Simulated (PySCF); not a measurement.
**C5H11AsO (SMILES C[AsH][C@H](C)C(C)=O): density, localisation and related maps**

```xyz
18

C     2.1251    0.3868    1.3116
As    1.6205    0.9741   -0.5010
C    -0.0295   -0.1571   -0.6431
C    -0.6037   -0.0771   -2.0582
C    -0.9861    0.4735    0.3219
C    -1.8975   -0.4524    1.0807
O    -0.9948    1.6729    0.4802
H     3.1696    0.6284    1.5061
H     1.5145    0.9186    2.0411
H     1.9833   -0.6860    1.4421
H     2.4805   -0.0682   -1.1908
H     0.1592   -1.2045   -0.3819
H     0.1395   -0.4153   -2.7814
H    -1.4955   -0.6968   -2.1583
H    -0.8659    0.9547   -2.2914
H    -1.2991   -1.0393    1.7773
H    -2.6394    0.1149    1.6370
H    -2.3894   -1.1408    0.3964
```

Geometry: GFN2-xTB.

Computed with B3LYP/def2-SVPD, SCF density, gas phase in PySCF.

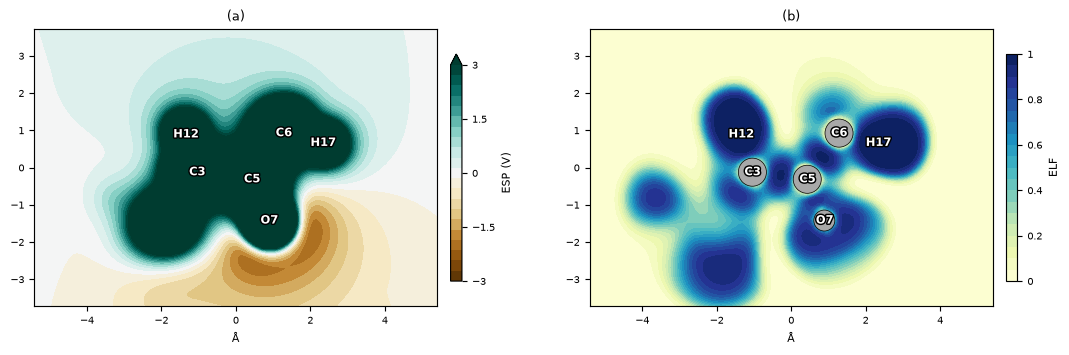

Figure 1. (a) molecular electrostatic potential; (b) electron localisation function on the plane of atoms C5, C6 and H17. Grey discs cover the atomic cores in the ELF map.

> Read the bonding off the picture.

- The plane passes through C, O and H nuclei.
- C–O (1.21 Å): the ELF peaks at about 0.85 between the atoms (a short, multiple covalent bond).
- C–C (1.50 Å): the ELF peaks at about 0.95 between the atoms: localised, covalent bonding.
- C–H (1.09 Å): the ELF climbs to about 1 towards the hydrogen, as it does in any bond to H: a covalent bond by its length.
- The ELF also peaks beside O7, away from the bonds: lone-pair regions.
- Outside the dense part of the molecule the potential is most negative (−2.1 V) near O7.

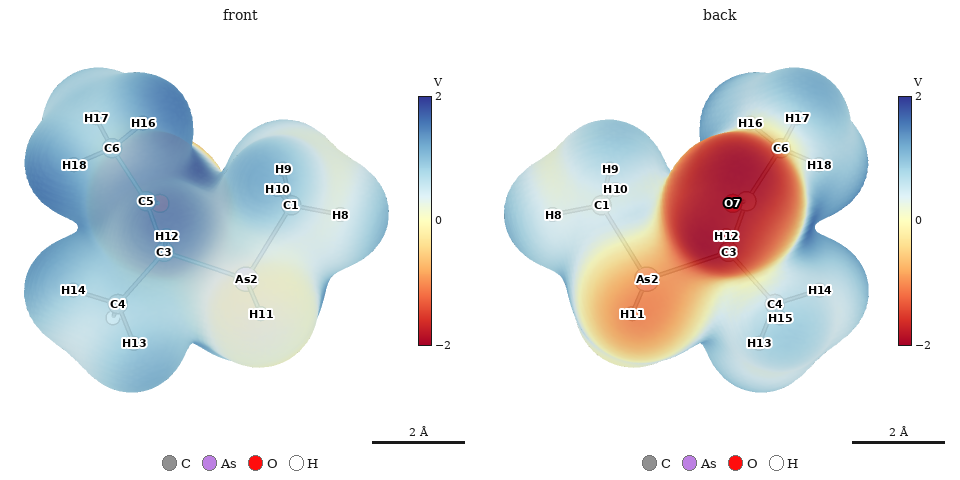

Figure 2. The electrostatic potential painted on the density surface at 0.004 e/bohr³, seen from the front and from behind; the colour scale runs from red (negative) to blue (positive).

> Where is the surface potential most negative and most positive?

The most negative region (about −1.9 V) lies over O7, the most positive (about +1.6 V) over C5, H16 and H18. O7 is the likeliest acceptor of a hydrogen bond.
